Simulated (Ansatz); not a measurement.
Molecular dynamics of GeH4O2 (part 3 of 3)

Continued. System: GeH4O2. Method: RKS PBE/def2-SVP (Ansatz 0.2.0). It belongs to a series of runs on one base structure; here: dynamics from the start.

Geometry of the input (Å):
```
Ge -0.1412  0.0458  -0.0907
O  -0.3477  0.2226  1.6876
H  -0.2559  -0.6323  2.1467
O  1.5925  -0.0705  -0.5558
H  1.9533  -0.9589  -0.3805
H  -0.6145  1.3854  -0.6779
H  -0.9015  -1.2255  -0.5801
```

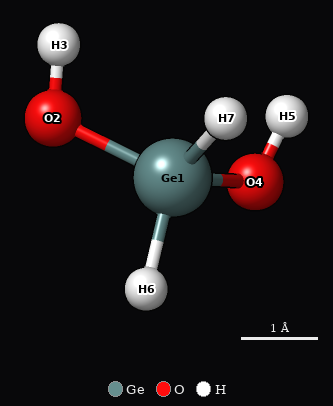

Fig. 1: The geometry at step 0 of the log (ball-and-stick view, seen at a tilt; atoms are numbered from 1 in the order of the input).

**The program's output, continued**
```
md step   237: t =   118.50 fs  T =   236.7 K  F+E_penalty+E_count = -60654.77780493 eV  E_kin = 0.152995 eV  conserved = -60654.62480950 eV  (25 SCF iters)
md step   238: t =   119.00 fs  T =   232.6 K  F+E_penalty+E_count = -60654.77505687 eV  E_kin = 0.150310 eV  conserved = -60654.62474656 eV  (25 SCF iters)
md step   239: t =   119.50 fs  T =   230.5 K  F+E_penalty+E_count = -60654.77369776 eV  E_kin = 0.148999 eV  conserved = -60654.62469862 eV  (25 SCF iters)
md step   240: t =   120.00 fs  T =   231.8 K  F+E_penalty+E_count = -60654.77447041 eV  E_kin = 0.149790 eV  conserved = -60654.62468057 eV  (25 SCF iters)
md step   241: t =   120.50 fs  T =   236.7 K  F+E_penalty+E_count = -60654.77766324 eV  E_kin = 0.152965 eV  conserved = -60654.62469845 eV  (25 SCF iters)
md step   242: t =   121.00 fs  T =   244.9 K  F+E_penalty+E_count = -60654.78301035 eV  E_kin = 0.158259 eV  conserved = -60654.62475095 eV  (25 SCF iters)
md step   243: t =   121.50 fs  T =   255.1 K  F+E_penalty+E_count = -60654.78971094 eV  E_kin = 0.164882 eV  conserved = -60654.62482867 eV  (24 SCF iters)
md step   244: t =   122.00 fs  T =   265.6 K  F+E_penalty+E_count = -60654.79657009 eV  E_kin = 0.171653 eV  conserved = -60654.62491714 eV  (25 SCF iters)
md step   245: t =   122.50 fs  T =   274.2 K  F+E_penalty+E_count = -60654.80222325 eV  E_kin = 0.177223 eV  conserved = -60654.62500033 eV  (25 SCF iters)
md step   246: t =   123.00 fs  T =   279.0 K  F+E_penalty+E_count = -60654.80539002 eV  E_kin = 0.180327 eV  conserved = -60654.62506335 eV  (24 SCF iters)
md step   247: t =   123.50 fs  T =   278.5 K  F+E_penalty+E_count = -60654.80510631 eV  E_kin = 0.180011 eV  conserved = -60654.62509558 eV  (25 SCF iters)
md step   248: t =   124.00 fs  T =   272.0 K  F+E_penalty+E_count = -60654.80089367 eV  E_kin = 0.175802 eV  conserved = -60654.62509161 eV  (25 SCF iters)
md step   249: t =   124.50 fs  T =   259.6 K  F+E_penalty+E_count = -60654.79284705 eV  E_kin = 0.167796 eV  conserved = -60654.62505122 eV  (25 SCF iters)
these checks for a lower state are left out or cut short: starts, cluster_reference, orbital_swaps, neighbouring_geometries, increment
869 factors; their error is unknown
mean field evaluation 1472: about -60654.8238 eV, gradient 9.1e-4 eV
mean field -60654.78163713 eV, -2229.0221118770 hartree, gradient 4.4e-5 eV, S^2 0.000000; 0 other end points of the search recorded, 0 dependent functions left out
the calculation of the forces begins
reference -60654.78166784 eV, -2229.0221130053 hartree; 26, 26 occupied and 54, 54 virtual orbitals, 869 factors
869 factors; their error is unknown
mean field -60654.78163713 eV, -2229.0221118770 hartree, gradient 4.4e-5 eV, S^2 0.000000; 1 other end points of the search recorded, 0 dependent functions left out
the calculation of the forces begins
reference -60654.78166784 eV, -2229.0221130053 hartree; 26, 26 occupied and 54, 54 virtual orbitals, 869 factors
md step   250: t =   125.00 fs  T =   242.4 K  F+E_penalty+E_count = -60654.78163713 eV  E_kin = 0.156658 eV  conserved = -60654.62497907 eV  (25 SCF iters)
```

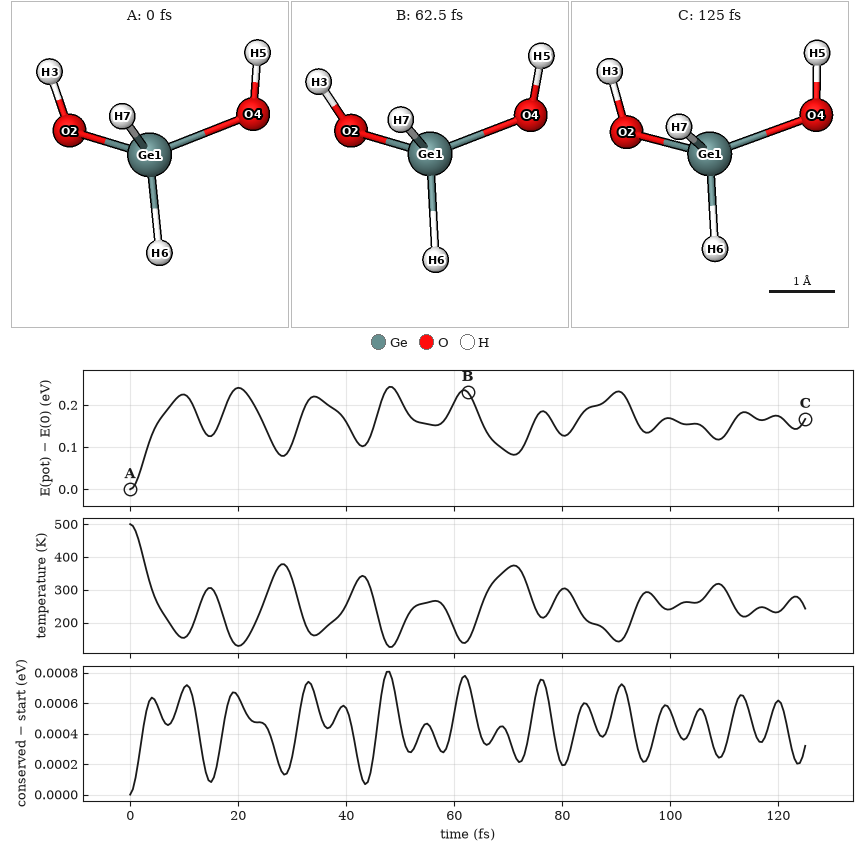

Fig. 2: Frames of the molecular dynamics (ball-and-stick, seen at a tilt) above the curves, on which the letters mark them. The trajectory kept here has 251 frames over 125 fs. The temperature starts at 500 K, ranges from 125 to 500 K and averages 255 K over the second half. The potential energy ends 0.167 eV above its first value. The conserved quantity stays within 0.00081 eV. After an unweighted best fit of the last frame on the first, the root-mean-square displacement is 0.10 Å, and H7 has moved furthest (0.17 Å).

```
Total energy: -60654.78166784 eV, -2229.0221130053 hartree
Atom 0 at    -0.122697     0.044868    -0.072482 Å, force    -0.586470    -1.112787    -0.730607 eV/Å
Atom 1 at    -0.399808     0.231596     1.690057 Å, force     0.381718    -0.870657     0.368956 eV/Å
Atom 2 at    -0.268850    -0.654994     2.112437 Å, force    -0.138261     0.659300    -0.091959 eV/Å
Atom 3 at     1.597107    -0.077971    -0.631974 Å, force    -0.498196     0.238489     0.252991 eV/Å
Atom 4 at     2.001376    -0.894382    -0.302508 Å, force     0.204797    -0.297632     0.063873 eV/Å
Atom 5 at    -0.686671     1.279075    -0.676615 Å, force    -0.101304     1.086593    -0.359773 eV/Å
Atom 6 at    -1.056918    -1.146604    -0.672338 Å, force     0.737718     0.296694     0.496519 eV/Å
Dipole moment:     0.056867    -0.506334     0.141500 e Å
```

**Trajectory as extended XYZ (Å, eV, eV/Å), 14 of the 251 frames kept, from step=0 to step=250**
```
7
Properties=species:S:1:pos:R:3:forces:R:3 step=0 time_fs=0.0 energy=-60654.94845 temperature=500.0
Ge   -0.1412    0.0458   -0.0907    0.0001   0.0005   0.0000
O    -0.3477    0.2226    1.6876   -0.0006  -0.0002   0.0002
H    -0.2559   -0.6323    2.1466    0.0002   0.0004   0.0007
O     1.5925   -0.0705   -0.5558    0.0003  -0.0004   0.0001
H     1.9533   -0.9589   -0.3805    0.0004  -0.0001  -0.0005
H    -0.6145    1.3854   -0.6779   -0.0002   0.0001   0.0000
H    -0.9015   -1.2255   -0.5801   -0.0002  -0.0003  -0.0005
7
Properties=species:S:1:pos:R:3:forces:R:3 step=19 time_fs=9.5 energy=-60654.72407 temperature=153.8
Ge   -0.1430    0.0384   -0.0890   -1.1690   0.9578  -1.0751
O    -0.3090    0.2458    1.6643   -0.2277  -1.2623   1.0417
H    -0.3133   -0.6737    2.0592   -0.0086   1.0876  -0.1678
O     1.5551   -0.0617   -0.5166    0.7713   0.7472  -0.4447
H     1.9307   -0.9366   -0.4337    0.3607  -0.8542   0.0826
H    -0.5556    1.5264   -0.6692    0.1477  -1.4529   0.3636
H    -0.8439   -1.3381   -0.5723    0.1256   0.7767   0.1997
7
Properties=species:S:1:pos:R:3:forces:R:3 step=38 time_fs=19.0 energy=-60654.71616 temperature=141.6
Ge   -0.1556    0.0398   -0.0969    0.8392  -0.6863   0.7177
O    -0.2824    0.2439    1.6721   -0.2199   0.8359  -0.1742
H    -0.3701   -0.6338    2.0255   -0.1004  -1.1217   0.8712
O     1.5689   -0.0471   -0.4962    1.1616  -1.0160  -0.3583
H     1.9307   -0.9729   -0.4826   -0.3466   0.8851   0.0254
H    -0.4812    1.3602   -0.5945   -0.7723   1.5272  -0.8435
H    -0.7722   -1.2785   -0.5237   -0.5617  -0.4243  -0.2383
7
Properties=species:S:1:pos:R:3:forces:R:3 step=58 time_fs=29.0 energy=-60654.86421 temperature=369.9
Ge   -0.1602    0.0384   -0.0999    0.9779   0.7864   0.1256
O    -0.2728    0.2354    1.6947   -0.2893  -0.2083  -0.1780
H    -0.4278   -0.6335    2.1159    0.0575   0.1404  -0.0113
O     1.6252   -0.0456   -0.4943   -0.6531  -0.0507  -0.0979
H     1.9175   -0.9754   -0.5250    0.0246   0.0062   0.0388
H    -0.5808    1.4503   -0.6941    0.0265  -0.7823   0.2168
H    -0.8392   -1.2955   -0.5300   -0.1440   0.1082  -0.0940
7
Properties=species:S:1:pos:R:3:forces:R:3 step=77 time_fs=38.5 energy=-60654.76497 temperature=217.0
Ge   -0.1528    0.0426   -0.0997    0.2240   0.1048  -0.0910
O    -0.2780    0.2199    1.7053   -0.3254  -0.6348   0.1335
H    -0.4738   -0.6145    2.2175    0.2464   0.8072  -0.8131
O     1.6482   -0.0482   -0.4993   -1.2836   0.7228   0.0338
H     1.9129   -0.9709   -0.5514    0.2234  -0.7035   0.0064
H    -0.6943    1.4218   -0.7681    0.4437  -0.9952   0.5602
H    -0.9484   -1.2950   -0.5658    0.4714   0.6988   0.1703
7
Properties=species:S:1:pos:R:3:forces:R:3 step=96 time_fs=48.0 energy=-60654.70539 temperature=125.2
Ge   -0.1407    0.0465   -0.0979    0.9208  -1.4214   1.5275
O    -0.2926    0.2069    1.7004    0.2599   1.4721  -1.0100
H    -0.4942   -0.5646    2.2130   -0.2315  -1.2334   0.4220
O     1.6172   -0.0446   -0.5056    0.0151  -0.9437  -0.2104
H     1.9192   -0.9939   -0.5659   -0.3367   0.9881   0.1362
H    -0.7230    1.2050   -0.7302   -0.4985   1.9291  -0.6885
H    -0.9541   -1.1487   -0.5682   -0.1290  -0.7908  -0.1768
7
Properties=species:S:1:pos:R:3:forces:R:3 step=115 time_fs=57.5 energy=-60654.79310 temperature=260.1
Ge   -0.1230    0.0398   -0.0841   -1.8556   0.7343  -0.6633
O    -0.3064    0.2237    1.6778   -0.1281  -0.1590   0.6297
H    -0.5140   -0.6057    2.1623    0.1394   0.3046  -0.3518
O     1.5744   -0.0506   -0.5206    0.7328   0.4310  -0.3212
H     1.9044   -0.9563   -0.5568    0.1666  -0.4413   0.0291
H    -0.8016    1.3296   -0.7866    0.7477  -0.6065   0.5855
H    -0.9672   -1.1671   -0.6037    0.1973  -0.2631   0.0919
7
Properties=species:S:1:pos:R:3:forces:R:3 step=135 time_fs=67.5 energy=-60654.83714 temperature=328.4
Ge   -0.1244    0.0389   -0.0757   -1.4526   0.1617  -1.1689
O    -0.3242    0.2492    1.6776   -0.2860  -1.1595   0.8600
H    -0.5155   -0.6536    2.0584    0.2297   0.9772  -0.1589
O     1.5735   -0.0509   -0.5543    0.3890   0.6586  -0.1925
H     1.9017   -0.9516   -0.5359    0.3302  -0.7339   0.0371
H    -0.7066    1.3616   -0.7177    0.3489  -0.4509   0.2333
H    -0.9258   -1.2663   -0.6123    0.4407   0.5468   0.3899
7
Properties=species:S:1:pos:R:3:forces:R:3 step=154 time_fs=77.0 energy=-60654.76649 temperature=219.5
Ge   -0.1410    0.0388   -0.0789    1.4708  -0.2871   0.4645
O    -0.3472    0.2511    1.7012    0.1785   0.7788  -0.6810
H    -0.4980   -0.6341    2.0110   -0.2009  -1.1957   0.9152
O     1.6052   -0.0473   -0.5964   -0.0599  -1.0724   0.3128
H     1.9291   -0.9874   -0.5049   -0.2628   0.9978  -0.0837
H    -0.5371    1.3351   -0.6116   -0.6187   1.3752  -0.7513
H    -0.7871   -1.2515   -0.5277   -0.5070  -0.5966  -0.1765
7
Properties=species:S:1:pos:R:3:forces:R:3 step=173 time_fs=86.5 energy=-60654.74963 temperature=193.0
Ge   -0.1441    0.0392   -0.0803    1.0580   1.2613  -0.3164
O    -0.3700    0.2421    1.7125   -0.0180  -0.7871  -0.1763
H    -0.4870   -0.6615    2.1001    0.1000   0.6289  -0.1193
O     1.6208   -0.0601   -0.6262   -1.0122   0.3940   0.3454
H     1.9569   -0.9554   -0.4771    0.1598  -0.3653   0.0666
H    -0.4936    1.5319   -0.6504   -0.0167  -1.3889   0.3165
H    -0.7569   -1.3451   -0.4733   -0.2709   0.2571  -0.1165
7
Properties=species:S:1:pos:R:3:forces:R:3 step=192 time_fs=96.0 energy=-60654.81393 temperature=292.3
Ge   -0.1346    0.0508   -0.0837    0.3631  -1.2076   0.3245
O    -0.3912    0.2141    1.7040    0.0803  -0.3490   0.1851
H    -0.4597   -0.6318    2.2152    0.1132   0.5681  -0.6316
O     1.5942   -0.0698   -0.6354   -0.4383   0.4159   0.1780
H     1.9901   -0.9326   -0.4476    0.0819  -0.3341   0.1009
H    -0.4774    1.4354   -0.6360   -0.3195  -0.0288  -0.1151
H    -0.8068   -1.3804   -0.4565    0.1194   0.9356  -0.0419
7
Properties=species:S:1:pos:R:3:forces:R:3 step=212 time_fs=106.0 energy=-60654.79960 temperature=270.5
Ge   -0.1196    0.0496   -0.0819   -0.3452  -0.2306   0.9199
O    -0.4057    0.1927    1.6894    0.2131   1.6788  -0.7040
H    -0.4120   -0.5805    2.2350    0.0672  -1.3137   0.5137
O     1.5522   -0.0729   -0.6330    1.3769  -0.7572   0.1200
H     2.0150   -0.9231   -0.4020   -0.5416   0.8077  -0.1815
H    -0.5657    1.3541   -0.6683   -0.2476   0.6236  -0.2111
H    -0.8539   -1.2027   -0.4670   -0.5226  -0.8087  -0.4570
7
Properties=species:S:1:pos:R:3:forces:R:3 step=231 time_fs=115.5 energy=-60654.77710 temperature=235.5
Ge   -0.1105    0.0435   -0.0723   -2.0703   0.8111  -1.0468
O    -0.4088    0.2089    1.6770    0.2590  -0.3083   0.8145
H    -0.3457   -0.6238    2.2059   -0.0066   0.4932  -0.5086
O     1.5578   -0.0782   -0.6319    0.4978   0.4629  -0.1805
H     1.9985   -0.8890   -0.3563    0.2689  -0.5059   0.1623
H    -0.7028    1.4213   -0.7443    0.6788  -1.0439   0.6564
H    -0.9974   -1.1705   -0.5801    0.3726   0.0909   0.1028
7
Properties=species:S:1:pos:R:3:forces:R:3 step=250 time_fs=125.0 energy=-60654.78164 temperature=242.4
Ge   -0.1227    0.0449   -0.0725   -0.5865  -1.1128  -0.7306
O    -0.3998    0.2316    1.6901    0.3817  -0.8707   0.3690
H    -0.2688   -0.6550    2.1124   -0.1383   0.6593  -0.0920
O     1.5971   -0.0780   -0.6320   -0.4982   0.2385   0.2530
H     2.0014   -0.8944   -0.3025    0.2048  -0.2976   0.0639
H    -0.6867    1.2791   -0.6766   -0.1013   1.0866  -0.3598
H    -1.0569   -1.1466   -0.6723    0.7377   0.2967   0.4965
```

**Summary**

| quantity | value |
| --- | --- |
| outcome | finished |
| mean temperature over the second half | 255 K |
| trajectory | 250 steps, 125 fs |
| ensemble | nve |
| temperature in the input | 500.0 K |
| time step | 0.5 fs |
| potential energy (last step) | −60654.7817 eV |
| mean-field energy (last step) | −60654.7817 eV |
| largest force (length of the vector) (last step) | 1.455 eV/Å |
| wall time | 4 min (CPU time 7.6 min) |
| peak memory | 0.14 GiB |

**Notes**

So short a trajectory is not equilibrated.
